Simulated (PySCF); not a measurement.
**[BH4]− (borohydride): levels of theory compared**

Aim: a comparison of 6 runs (MP2/SBKJC, CCSDT(Q)/SBKJC, CCSDT/SBKJC, QCISD(T)/SBKJC, CISD/SBKJC, FCI/SBKJC) of [BH4]− (borohydride). The job is set up through a Python script.

The results are computed with PySCF 2.14.0.

6 further runs of the same task are left out: 1 that didn't finish, 5 set aside as unsound or not needed.

**1. Starting point**

[BH4]− has 5 atoms, charge -1, and is taken as a singlet. SMILES: `[BH4-]`. The B1–H3 distance was set to 1.843 Å, away from the relaxed value. At this shape a bond of the SMILES string is far longer than usual.

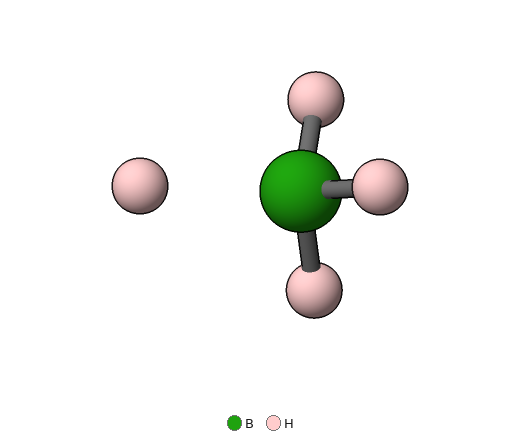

The structure, seen from a chosen angle (boron green, hydrogen pink).

**2. The energy at MP2/SBKJC (core potential) (run 1)**

The input, calc.py:

```python
from pyscf import gto, mp

molecule = gto.M(
    atom=[
    ('B', (-0.362997, 0.494469, 0.033368)),
    ('H', (0.320563, 1.491309, 0.251168)),
    ('H', (0.726340, -0.988490, -0.067070)),
    ('H', (-0.963507, 0.633999, -1.029882)),
    ('H', (-1.172787, 0.345919, 0.946328)),
],
    max_memory=1860,
    spin=0,
    verbose=3,
    charge=-1,
    basis='sbkjc',
    ecp={'B': 'sbkjc'},
)

mf = molecule.RHF()
mf.conv_tol = 1e-10
mf.kernel()
if not mf.converged:
    mf = mf.newton().run(mf.mo_coeff, mf.mo_occ)

pt = mp.MP2(mf).run()
e_final = pt.e_tot
print('E = %.10f Eh' % e_final)
```

Run with:

```console
$ OMP_NUM_THREADS=1 python calc.py
```

Standard output:

```text
converged SCF energy = -4.89746436626187
E(RMP2) = -4.96847044836041  E_corr = -0.0710060820985396
E(SCS-RMP2) = -4.97641936264648  E_corr = -0.0789549963846146
E = -4.9684704484 Eh
```

Run time: 0.52 s. Hardware: 1 thread of Intel Xeon 6975P-C (Granite Rapids), shared host; peak memory 0.12 GiB.

**3. A single-point energy at CCSDT(Q)/SBKJC (core potential) (run 2)**

The input, run.py:

```python
from pyscf import gto, cc

mol = gto.M(
    atom='''
B   -0.362997   0.494469   0.033368
H    0.320563   1.491309   0.251168
H    0.726340  -0.988490  -0.067070
H   -0.963507   0.633999  -1.029882
H   -1.172787   0.345919   0.946328
''',
    charge=-1,
    max_memory=1860,
    ecp={'B': 'sbkjc'},
    basis='sbkjc',
    verbose=4,
)

hf = mol.RHF()
hf.conv_tol = 1e-10
hf.kernel()
if not hf.converged:
    hf = hf.newton().run(hf.mo_coeff, hf.mo_occ)

mycc = cc.CCSDT(hf)
mycc.kernel()
e_bracket, e_q = mycc.ccsdt_q()
energy = mycc.e_tot + e_q
print('E = %.10f Eh' % energy)
```

Run with:

```console
$ OMP_NUM_THREADS=1 python run.py
```

Standard output:

```text
PySCF version 2.14.0

[... 71 lines left out ...]
WARN: A large `blksize` is being used, which may cause large memory consumption
[... 7 lines left out ...]
WARN: A large `blksize_oooo` is being used, which may cause large memory consumption
[... 22 lines left out ...]
RCCSDT converged
[... 5 lines left out ...]
E = -4.9954855702 Eh
```

Wall time 1.2 s (1 thread of Intel Xeon 6975P-C (Granite Rapids), shared host); peak memory 0.13 GiB.

Runs 3 to 5 aren't shown in full; the table further down has their settings and results.

**4. A single-point energy at FCI/SBKJC (core potential) (run 6)**

The input, calc.py:

```python
from pyscf import gto, mcscf

mol = gto.Mole()
mol.atom = '''
B     -0.362997     0.494469     0.033368
H      0.320563     1.491309     0.251168
H      0.726340    -0.988490    -0.067070
H     -0.963507     0.633999    -1.029882
H     -1.172787     0.345919     0.946328
'''
mol.spin = 0
mol.basis = 'sbkjc'
mol.max_memory = 1860
mol.charge = -1
mol.ecp = {'B': 'sbkjc'}
mol.verbose = 3
mol.build()

hf = mol.RHF()
hf.conv_tol = 1e-10
hf.kernel()
if not hf.converged:
    hf = hf.newton().run(hf.mo_coeff, hf.mo_occ)

cas = mcscf.CASCI(hf, hf.mo_coeff.shape[-1] - 0, (mol.nelec[0] - 0, mol.nelec[1] - 0))  # full CI above the frozen core
cas.fix_spin_(ss=0.0)
cas.kernel()
etot = cas.e_tot
print('Final energy', etot)
```

Run with:

```console
$ OMP_NUM_THREADS=1 python calc.py
```

Standard output:

```text
converged SCF energy = -4.89746436626187
CASCI E = -4.99548413032358  E(CI) = -11.1504397777388  S^2 = 0.0000000
Final energy -4.995484130323583
```

Wall time 47 s (1 thread of Intel Xeon 6975P-C (Granite Rapids), shared host); peak memory 0.78 GiB.

**5. Overview of the runs**

| run | level | energy (Eh) | HOMO energy (eV) | LUMO energy (eV) | HOMO–LUMO gap (eV) | wall time |
| --- | --- | --- | --- | --- | --- | --- |
| 1 | MP2/SBKJC (core potential) | -4.968470 | -2.92 | 10.78 | 13.70 | 0.52 s |
| 2 | CCSDT(Q)/SBKJC (core potential) | -4.995486 | -2.92 | 10.78 | 13.70 | 1.2 s |
| 3 | CCSDT/SBKJC (core potential) | -4.995482 | -2.92 | 10.78 | 13.70 | 0.97 s |
| 4 | QCISD(T)/SBKJC (core potential) | -4.995064 | -2.92 | 10.78 | 13.70 | 0.56 s |
| 5 | CISD/SBKJC (core potential) | -4.989200 | -2.92 | 10.78 | 13.70 | 0.58 s |
| 6 | FCI/SBKJC (core potential) | -4.995484 | -2.92 | 10.78 | 13.70 | 47 s |

**6. Outcome**

| quantity | value |
| --- | --- |
| run 6: total energy | -4.99548 Eh |
| run 6: HOMO energy (Hartree–Fock orbitals) | -2.92 eV |
| run 6: LUMO energy (Hartree–Fock orbitals) | 10.78 eV |
| run 6: HOMO–LUMO gap (to an unbound level, set by the basis) | 13.70 eV |
| run 6: correlation energy | -98.0 mEh |

What this shows: Against full CI in this basis: MP2 +27.0 mEh; CCSDT(Q) -0.0 mEh; CCSDT +0.0 mEh; QCISD(T) +0.4 mEh; CISD +6.3 mEh. All runs together took 51 s, the longest 47 s.
